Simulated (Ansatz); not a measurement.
# FH₅O₂Si₂: up Jacob's ladder to CCSD(T)

Aim: compute FH₅O₂Si₂ with functionals from several rungs and with coupled cluster, and see how far each lands from CCSD(T) at the basis-set limit for the atomisation energy.

Program: Ansatz 0.2.0, Gaussian basis. Level of theory: functionals in def2-TZVPP, the program's frozen cores in correlated methods. These are calculated values, not measurements.

The runs, in order: PBE-D4, r2SCAN-D4, PBE0-D4, B3LYP-D4, ωB97X-V, ωB97M-V, B2PLYP; CCSD(T)/def2-TZVPP; MP2/def2-QZVPP; extrapolation to the limit.

## Step 1: The geometry

An earlier PBE0-D4 in a triple-zeta def2 set relaxation fixed the geometry.

10 atoms, charge 0, spin multiplicity 1.

Atoms are counted from 1 here; the program's logs count them from 0.

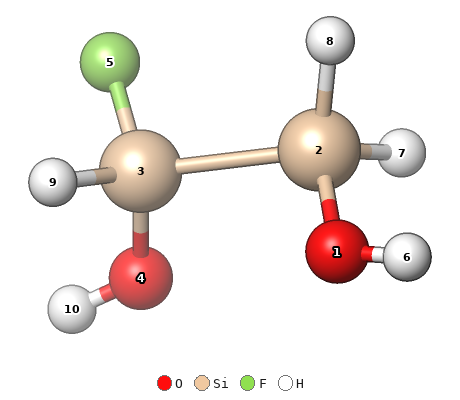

The structure; oxygen red, silicon light orange, fluorine green, hydrogen white; atoms are numbered from 1 in the order of the file.

Geometry (Å):

```mol
FH5O2Si2
  3D, bonds by distance, orders not assigned

 10  9  0  0  0  0  0  0  0  0999 V2000
   -0.5430   -2.0155    0.3863 O   0  0
    0.7126   -0.9421    0.3297 Si  0  0
   -0.2647    1.1654    0.0192 Si  0  0
   -0.8225    1.2314   -1.5170 O   0  0
    0.8743    2.2739    0.2411 F   0  0
   -0.3352   -2.9441    0.4977 H   0  0
    1.6606   -1.2546   -0.7777 H   0  0
    1.4978   -0.9589    1.5983 H   0  0
   -1.3459    1.5151    0.9796 H   0  0
   -1.4340    1.9294   -1.7571 H   0  0
  1  2  8  0
  2  3  8  0
  3  4  8  0
  3  5  8  0
  1  6  8  0
  2  7  8  0
  2  8  8  0
  3  9  8  0
  4 10  8  0
M  END
```

## Step 2: PBE-D4 (GGA)

Input file in.yaml:

```yaml
crystal:
  periodic: [false, false, false]
  atoms:
    - {symbol: O, position_ang: [-0.542967, -2.015549, 0.386253]}
    - {symbol: Si, position_ang: [0.712640, -0.942061, 0.329702]}
    - {symbol: Si, position_ang: [-0.264742, 1.165421, 0.019242]}
    - {symbol: O, position_ang: [-0.822515, 1.231353, -1.517019]}
    - {symbol: F, position_ang: [0.874317, 2.273902, 0.241083]}
    - {symbol: H, position_ang: [-0.335242, -2.944125, 0.497690]}
    - {symbol: H, position_ang: [1.660649, -1.254552, -0.777715]}
    - {symbol: H, position_ang: [1.497779, -0.958864, 1.598274]}
    - {symbol: H, position_ang: [-1.345885, 1.515105, 0.979592]}
    - {symbol: H, position_ang: [-1.434013, 1.929370, -1.757091]}
basis:
  gaussian: {orbitals: def2-TZVPP}
hamiltonian: {xc: pbe, dispersion: d4}
output: {forces: true, orbitals: {seedname: orbitals}}
```

Command:

```console
> ansatz run in.yaml --threads 2 --pin off --events-out ev --progress --plain --max-ram 22528MiB --backend cpu
```

Further steps of the session: r2SCAN-D4 (meta-GGA); PBE0-D4 (hybrid); B3LYP-D4 (hybrid); ωB97X-V (range-separated); ωB97M-V (range-separated); B2PLYP (double hybrid); CCSD(T) in def2-TZVPP; MP2 in def2-QZVPP.

Before running them: what should the planned runs give, taken together? Wanted: atomisation energy, CCSD(T)/CBS; farthest; mean size of error, hybrid; mean size of error, range-separated; gap, smallest and largest; T1 diagnostic; triples share of the correlation energy.

As calculated:

| quantity | value |
| --- | --- |
| atomisation energy, CCSD(T)/CBS | 3657.7 kJ/mol |
| functionals within 18.3 kJ/mol (0.5 %) | PBE-D4, ωB97X-V |
| farthest | PBE0-D4 (-86.3 kJ/mol) |
| mean size of error, hybrid | 66.8 kJ/mol |
| mean size of error, range-separated | 15.8 kJ/mol |
| gap, smallest and largest | 5.37 eV (PBE-D4), 11.84 eV (ωB97X-V) |
| T1 diagnostic | 0.0121 |
| triples share of the correlation energy | 3.2 % |

In words: PBE-D4 is off by -15.3 kJ/mol. Double hybrids carry the basis error of their MP2 part in triple zeta, and no dispersion term here, so their miss is partly the set-up's. The reference freezes the cores and leaves out relativity and excitations past (T), so misses under about 18.3 kJ/mol can't be ranked. Hartree-Fock recovers 72 % of the binding; the rest is correlation. The gap grows from 5.4 to 11.8 eV across the functionals, mostly with the share of exact exchange.
